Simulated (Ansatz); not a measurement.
# ClF2GeH3Si: the cost of one run

Method: RKS PBE0-D4/def2-SVPD; program: Ansatz 0.2.0.

1 further run of the same task is left out (set aside as unsound or not needed).

### Step 1. The starting structure

SMILES `[F][Ge]([F])([SiH3])[Cl]`, 8 atoms, charge 0, spin multiplicity 1.

Atoms are counted from 1 here; the program's logs count them from 0.

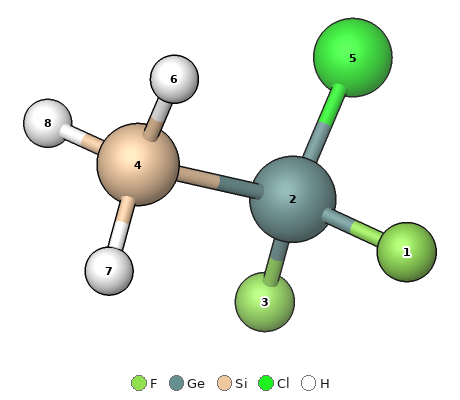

As it starts; colours as in the key; atoms are numbered from 1 in the order of the file.

Geometry (Å):

```
F     1.5737   -0.5797    1.7281
Ge    1.0730    0.0732    0.1659
F     2.0371   -0.8410   -0.9970
Si   -1.2839   -0.1766   -0.2110
Cl    1.8101    2.1150    0.0952
H    -1.9697    0.6084    0.8632
H    -1.5922   -1.6390   -0.1277
H    -1.5560    0.3825   -1.5724
```

### Step 2. Relaxation

File input.yaml:

```yaml
crystal:
  periodic: [false, false, false]
  atoms:
    - { symbol: F, position_ang: [1.573651, -0.579744, 1.728068] }
    - { symbol: Ge, position_ang: [1.073049, 0.073221, 0.165917] }
    - { symbol: F, position_ang: [2.037059, -0.840951, -0.997016] }
    - { symbol: Si, position_ang: [-1.283896, -0.176562, -0.21099] }
    - { symbol: Cl, position_ang: [1.810083, 2.114983, 0.095151] }
    - { symbol: H, position_ang: [-1.969719, 0.608404, 0.863161] }
    - { symbol: H, position_ang: [-1.592221, -1.638951, -0.127658] }
    - { symbol: H, position_ang: [-1.556006, 0.382501, -1.572433] }
basis:
  gaussian: { orbitals: def2-SVPD }
hamiltonian:
  xc: pbe0
  dispersion: d4
output:
  forces: true
relax:
  f_tol: 0.003
  max_steps: 120
```

On the command line:

```
> ansatz run input.yaml --threads 1 --pin off --max-ram 2560MiB --backend cpu --events-out ev --progress --plain --runs-dir out
```

Q: Estimate wall time and peak memory on 1 thread of Arm Neoverse V2, shared host.

About 1.8 min, with a peak of 0.47 GiB.
